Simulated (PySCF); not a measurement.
# C₂H₃Cl₃, SMILES `ClCC(Cl)Cl`: electronic structure

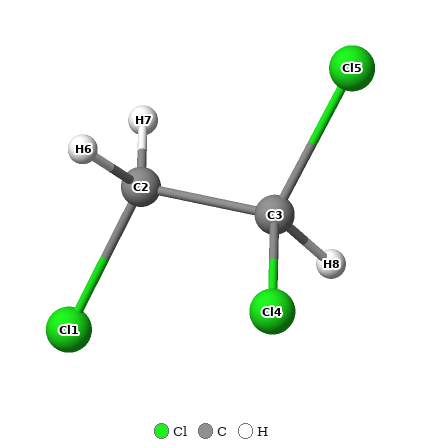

The molecule, with its atoms numbered as below. No frequency check shows the geometry to be a minimum.

Cartesian coordinates (Å):

```
Cl1     -2.2690    0.3045   -0.0960
C2      -0.6534    0.8556    0.4068
C3       0.4049    0.0989   -0.3681
Cl4      0.4123   -1.6188    0.0841
Cl5      1.9971    0.8151   -0.0150
H6      -0.5561    0.6781    1.4781
H7      -0.5866    1.9231    0.1934
H8       0.2478    0.1565   -1.4472
```

## 1. Excited states

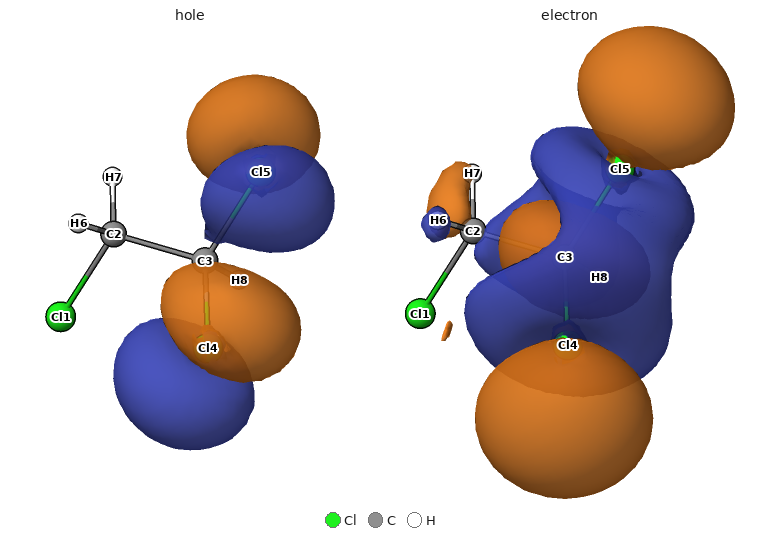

Leading natural transition orbital pair of S₁ (CIS singlet states); the surfaces enclose about 85 % of each orbital's density.

Level of theory: HF/def2-SVPD (PySCF), at a geometry from GFN2-xTB.

Question: Give its energy and the atoms that hole and electron lie on.

Answer: 8.09 eV (153 nm), f = 0.009, partly diffuse acceptor orbital; the leading pair carries 77 %; hole on Cl4 (52 %) and Cl5 (41 %), electron on Cl4 (36 %), Cl5 (29 %) and C3 (26 %) (atom shares of so diffuse an orbital are rough) (shares are of the whole state, not of the leading pair alone); their centroids lie 0.1 Å apart. The HOMO–LUMO gap is 14.64 eV.

## 2. Removing or adding an electron

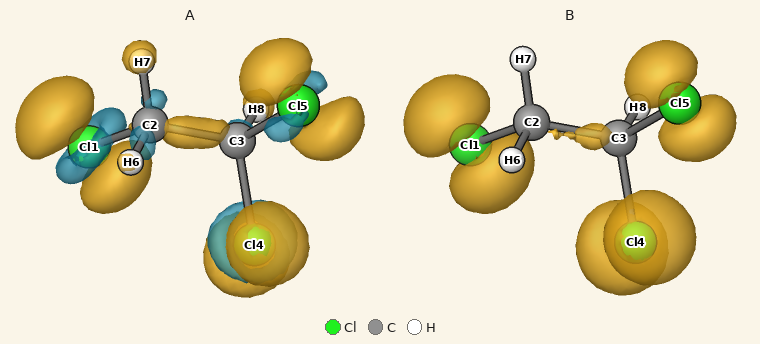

The Fukui function f⁻ from two separate SCF calculations and the density of the HOMO, at ±0.03 e/Å³ (yellow positive, teal negative).

Level of theory: B3LYP/def2-SVPD (PySCF), at a geometry from GFN2-xTB.

Question: Which panel is which, and how good is the frozen-orbital picture?

Answer: A is f⁻ (it has negative regions), B the HOMO density. The HOMO lies on Cl4 (37 %), Cl1 (34 %) and Cl5 (20 %); f⁻ (Hirshfeld-condensed) is largest on Cl1 (0.31), Cl4 (0.28) and Cl5 (0.26); the vertical ionisation energy is 10.76 eV (the stability of the cation's solution wasn't checked). Relaxation shifts 14 % of the electron between atoms. The orbital energy is −8.56 eV.

## 3. Localised orbitals

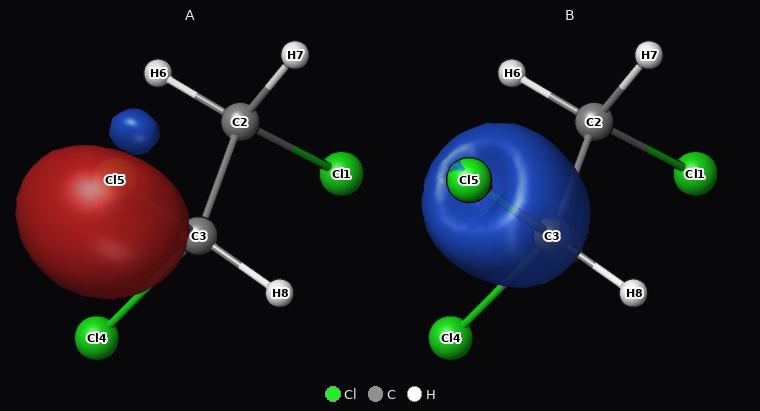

Foster–Boys orbitals, occupied; each surface holds about 70 % of the orbital's density. Energies are diagonal elements of the Fock matrix.

Computed with PySCF, ωB97X/aug-cc-pVDZ, geometry: GFN2-xTB.

Question: What does each orbital represent in a Lewis picture?

Answer: By panel:
- A: lone pair on Cl5 (sp2.4-type) (Cl5 99 %; −15.9 eV)
- B: σ bond Cl5–C3 (Cl5 57 %, C3 42 %; −20.5 eV)

Question: How do all the valence pairs divide up?

Answer: 16 pairs: 9 lone pairs and 7 σ bonds.

## 4. Stretching a bond

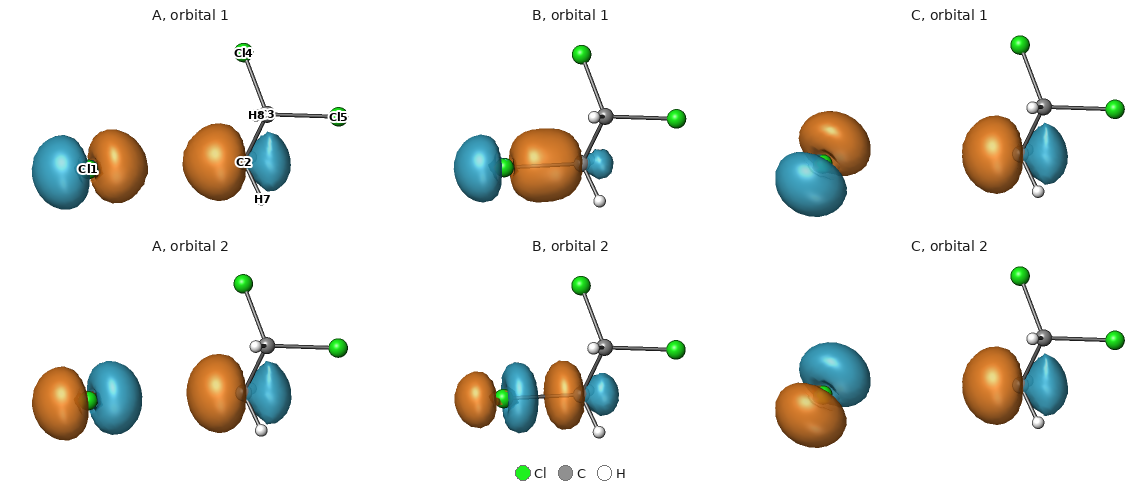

Rigid stretch of the Cl1–C2 bond. The two CASSCF(2,2) natural orbitals nearest half filling (orbital 1 the more occupied).

Method: 6-31G* basis; geometry: GFN2-xTB; program: PySCF.

Question: The columns are at 1.96, 3.92 and 4.98 Å, in some order. Assign them, and give the occupations.

Answer: A: 3.92 Å, occupations 1.14 and 0.86. B: 1.96 Å, occupations 1.95 and 0.05. C: 4.98 Å, occupations 1.01 and 0.99.

Question: Where does the UHF solution part from RHF?

Answer: Between 2.14 Å (⟨S²⟩ = 0, the two coincide) and 2.40 Å (⟨S²⟩ = 0.45); at 4.98 Å ⟨S²⟩ is 1.01 and UHF lies 4.5 eV below RHF.

Question: How much energy does the stretch cost?

Answer: By CASSCF, 3.0 eV from the lowest point of the scan (1.78 Å) to 4.98 Å; RHF gives 6.9 eV from its own lowest point. The fragments aren't relaxed and dynamic correlation is missing, so this isn't a bond dissociation energy.
